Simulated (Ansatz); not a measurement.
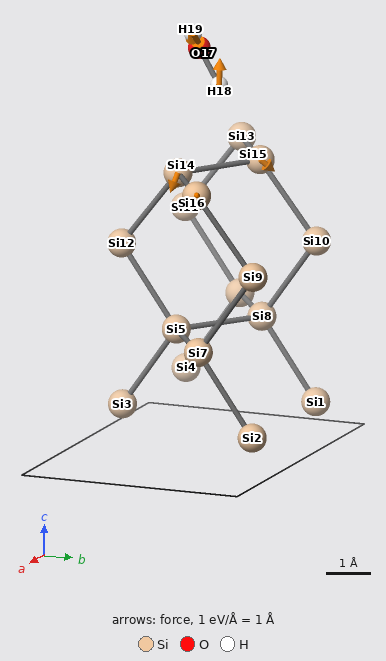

Starting geometry of a slab of composition Si16H2O (cut from the Fd-3m phase) with the computed forces as orange arrows. The picture is a ball-and-stick view of the cell of the calculation, outlined in the plane, without the vacuum (origin shifted), seen slightly off an axis.

Case: 1 H2O a cell, tilted, over a bridge Si-Si site. The slab is the (1 1 0) face of Si with H2O on it. 8 atoms are held fixed.

All numbers below come from DFT PBE+D3(BJ), scalar-relativistic, plane waves, PAW (Ansatz). (plane-wave cutoff 420 eV; k-point mesh 2 × 3 × 1; occupations gaussian; smearing width 0.05 eV; no spin polarisation; dipole correction; atoms relaxed in a fixed cell; force threshold 0.04 eV/Å; at most 100 steps)

Question: What follows when this structure is relaxed?

Answer: It isn't relaxed: the largest force vector, on the O atom, is 0.89 eV/Å. The final displacements have little in common with the starting forces (cosine between the two patterns 0.09). The largest move is that of an H atom, 3.35 Å at 48° to the normal (−c side). By element the largest moves are H 3.35 Å, O 2.34 Å, Si 0.46 Å. The cell stays as it was. Among the contacts that change: O–Si 2.961 → 1.966 Å, Si–Si 2.298 → 2.373 Å, Si–Si 2.298 → 2.351 Å, Si–Si 2.370 → 2.324 Å. New bonds form: O–Si (2.96 → 1.97 Å). Among the angles between lasting bonds that change: Si–Si–Si 109.9° → 88.6°, Si–Si–Si 109.9° → 91.8°, Si–Si–Si 109.9° → 123.3°. The energy falls by 1.214 eV per cell of the calculation in 33 accepted moves (35 points after the start). The largest force component goes from 0.73 to 0.032 eV/Å. The line search rejected the trial steps at points 31, 33 of the run. The run may lie on a higher electronic state than the lowest, so the end point isn't shown to be the ground-state structure. The run took 9.8 min on 2 threads of Arm Neoverse V1, with other jobs on the host, peak memory 1.1 GiB.

Limits of the set-up: the periodic images lie only 5.4 Å apart, so the values are limited by the cell's size.
